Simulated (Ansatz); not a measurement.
**AlOF2 (SMILES [O][Al]([F])[F]): U-wB97X/STO-3G**

What is the electronic atomisation energy of AlOF2 at U-wB97X/STO-3G? 

Program for the calculation: Ansatz 0.2.0.

61 further runs of the same task are left out: 15 that didn't finish, 46 set aside as unsound or not needed.

### 1 Starting point

AlOF2 has 4 atoms, charge 0, and is taken as a doublet. As SMILES, `[O][Al]([F])[F]`. The coordinates come from a PBE0-D4/def2-TZVP relaxation.

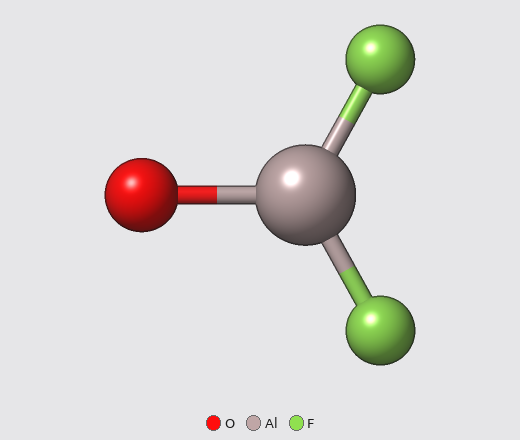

The structure, seen from a chosen angle (oxygen red, aluminium light grey, fluorine green).

### 2 The energy at U-wB97X/STO-3G

Contents of input.yaml:

```yaml
crystal:
  periodic: [false, false, false]
  atoms:
    - {symbol: O, position_ang: [0.682900, -0.910900, 1.260000]}
    - {symbol: Al, position_ang: [-0.000600, 0.004300, -0.032400]}
    - {symbol: F, position_ang: [-1.477200, -0.401600, -0.592500]}
    - {symbol: F, position_ang: [0.850400, 1.247900, -0.655300]}
basis:
  gaussian: {orbitals: STO-3G}
magnetization: {spin_polarized: true, initial_magnetization: 1}
hamiltonian: {xc: {name: wB97X}}
accuracy: high
```

The run is started by

```bash
$ ansatz run input.yaml --threads 1 --pin off --max-ram 2610MiB --events-out events.jsonl --progress --plain --runs-dir runs
```

Standard output:

```text
Warning: RAYON_NUM_THREADS=1 ignored (pool sized by the plan → 1); use --threads N
Functional definition: wB97X
  name "wB97X"
  parameter omega = 0.3/bohr
  parameter cx = 0.157706
  parameter cx1 = 0.726479
  parameter cx2 = 1.04760
  parameter cx3 = -5.70635
  parameter cx4 = 13.2794
  parameter css1 = -4.33879
  parameter css2 = 18.2308
  parameter css3 = -31.7430
  parameter css4 = 17.2901
  parameter cos1 = 2.37031
  parameter cos2 = -11.3995
  parameter cos3 = 6.58405
  parameter cos4 = -3.78132
  exchange = spin_sum(e_x_unif_sr(omega)*poly(b97_u_x, 1 - cx, cx1, cx2, cx3, cx4)) + cx*exact_x_sr(omega)
      + exact_x_lr(omega)
  correlation = spin_sum(e_c_pw_same_spin*poly(b97_u_same, 1, css1, css2, css3, css4))
      + integral(e_c_pw_opposite_spin*poly(b97_u_opposite, 1, cos1, cos2, cos3, cos4))
447 factors; integrals over basis functions are off by at most 2.6e-8 eV
158 factors; integrals over basis functions are off by at most 5.4e-10 eV
mean field evaluation 1: about -13886.7820 eV, gradient 2.0e1 eV
mean field evaluation 2: about -13889.6691 eV, gradient 1.1e1 eV
mean field evaluation 4: about -13890.3753 eV, gradient 3.3e-1 eV
mean field evaluation 8: about -13890.3613 eV, gradient 2.1e-2 eV
mean field evaluation 16: about -13890.3617 eV, gradient 4.4e-3 eV
mean field evaluation 32: about -13890.2223 eV, gradient 8.8e-1 eV
mean field -13890.36170826 eV, -510.4613775533 hartree, gradient 9.5e-8 eV, S^2 0.753380; 2 other end points of the search recorded, 0 dependent functions left out
reference -13890.36170713 eV, -510.4613775116 hartree; 20, 19 occupied and 4, 5 virtual orbitals, 447 factors
Total energy: -13890.36170713 eV, -510.4613775116 hartree
```

Run time: 16 s. Hardware: 1 thread of Arm Neoverse V2, shared host; peak memory 0.44 GiB.

### 3 The Al atom

Contents of job.yaml:

```yaml
crystal:
  periodic: [false, false, false]
  atoms:
    - {symbol: Al, position_ang: [0.000000, 0.000000, 0.000000]}
basis:
  gaussian:
    orbitals: STO-3G
magnetization:
  spin_polarized: true
  initial_magnetization: 1
hamiltonian:
  xc: {name: wB97X}
accuracy: high
```

Run the same way, it converges to -239.31015 Eh (log not shown).

### 4 The F atom, same level

Contents of molecule.yaml:

```yaml
crystal:
  periodic: [false, false, false]
  atoms:
    - {symbol: F, position_ang: [0.000000, 0.000000, 0.000000]}
basis:
  gaussian: {orbitals: STO-3G}
accuracy: high
magnetization: {spin_polarized: true, initial_magnetization: 1}
total_charge: 0
hamiltonian: {xc: {name: wB97X}}
```

Run the same way, it converges to -98.27280 Eh (log not shown).

### 5 The O atom

Contents of run.yaml:

```yaml
crystal:
  periodic: [false, false, false]
  atoms:
    - {symbol: O, position_ang: [0.000000, 0.000000, 0.000000]}
basis:
  gaussian: {orbitals: STO-3G}
magnetization: {spin_polarized: true, initial_magnetization: 2}
hamiltonian: {xc: {name: wB97X}}
accuracy: high
```

The run is started by

```bash
$ ansatz run run.yaml --threads 1 --pin off --max-ram 2610MiB --events-out events.jsonl --progress --plain --runs-dir runs
```

Standard output, shortened:

```text
Warning: RAYON_NUM_THREADS=1 ignored (pool sized by the plan → 1); use --threads N
[... 2 set-up lines as earlier in the session ...]
[...]
      + exact_x_lr(omega)
[...]
      + integral(e_c_pw_opposite_spin*poly(b97_u_opposite, 1, cos1, cos2, cos3, cos4))
15 factors; integrals over basis functions are off by at most 1.1e-9 eV
15 factors; integrals over basis functions are off by at most 3.1e-10 eV
[...]
mean field -2014.62968044 eV, -74.0362751911 hartree, gradient 0.0e0 eV, S^2 2.000000; 0 other end points of the search recorded, 0 dependent functions left out
reference -2014.62968021 eV, -74.0362751826 hartree; 5, 3 occupied and 0, 2 virtual orbitals, 15 factors
Total energy: -2014.62968021 eV, -74.0362751826 hartree
```

Wall time 0.56 s (1 thread of Arm Neoverse V2, shared host); peak memory 0.13 GiB.

### 6 Outcome

Level: U-wB97X/STO-3G.

| quantity | value |
| --- | --- |
| molecule: total energy | -510.46138 Eh |
| molecule: ⟨S²⟩ | 0.753 |
| Al atom: total energy | -239.31015 Eh |
| Al atom: ⟨S²⟩ | 0.750 |
| F atom: total energy | -98.27280 Eh |
| F atom: ⟨S²⟩ | 0.750 |
| O atom: total energy | -74.03628 Eh |
| O atom: ⟨S²⟩ | 2.000 |
| electronic atomisation energy | 15.493 eV |

What this shows: Taking the molecule apart into free atoms costs 15.49 eV (1495 kJ/mol), before zero-point energy and without spin-orbit coupling. In a minimal basis such a difference can be off by several eV, whatever the method.
